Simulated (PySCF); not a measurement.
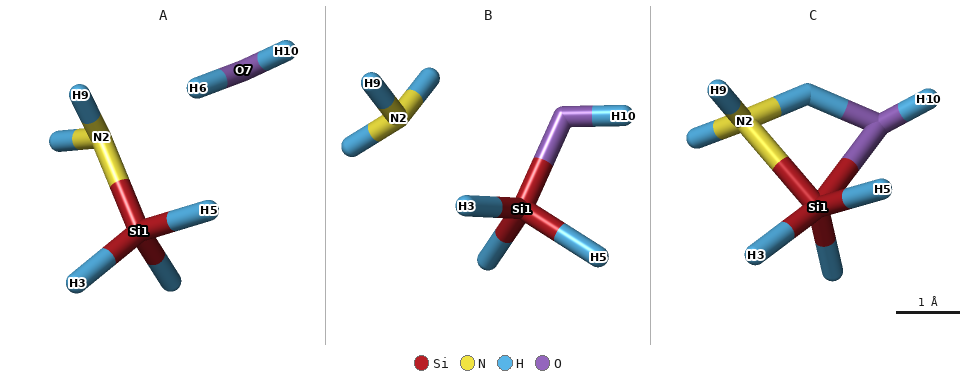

Three geometries of SiNH$_{7}$O: a saddle point and the two relaxed ends that it joins, in shuffled order. The picture is a stick view, seen at a tilt. Sticks join atoms that are closer than about 1.2 times the sum of their covalent radii (a little more with hydrogen).

Stationary points at PBE0-D4/def2-TZVP, single-point energies with CCSD(T)/CBS, BHLYP-D4, SPW92 (LDA), PBE-D4 (def2-TZVPP where no basis is named; PySCF 2.14.0). The energies are electronic, without zero-point or thermal terms, and both ends are the relaxed geometries reached downhill from the saddle, with any fragments still in contact. CCSD(T)/CBS stands for a frozen-core estimate: MP2 correlation extrapolated from def2-TZVPP and def2-QZVPP, CCSD(T) minus MP2 from the smaller set.

### Which frame is the transition state, what reaction does it lead through, and what barrier is to be expected?

Frame C is the saddle point. Counted by bonded pieces, A holds H₂O + SiH₅N and B holds NH₃ + SiH₄O. From A over the saddle to B, bonds form: O–Si (3.76 → 2.02 → 1.67 Å), H–N (2.00 → 1.21 → 1.01 Å). Bonds break: N–Si (1.74 → 1.88 → 2.60 Å), H–O (0.97 → 1.28 → 2.46 Å). The saddle has one imaginary mode, 1065i cm⁻¹. The end B keeps a soft imaginary mode of 51i cm⁻¹, so it isn't quite a minimum. With CCSD(T)/CBS the barrier is 26.8 kcal/mol from A and 34.0 kcal/mol from B, and B lies 7.3 kcal/mol below A.

```
      level  barrier from A (kcal/mol)  barrier from B (kcal/mol)  B less A (kcal/mol)
CCSD(T)/CBS                       26.8                       34.0                 −7.3
   BHLYP-D4                       29.3                       37.3                 −8.0
SPW92 (LDA)                       12.8                       21.2                 −8.5
     PBE-D4                       20.4                       27.7                 −7.3
```

Against CCSD(T)/CBS, BHLYP-D4 comes closest on the barrier from A (+2.5 kcal/mol) and SPW92 (LDA) misses most (−14.0 kcal/mol).
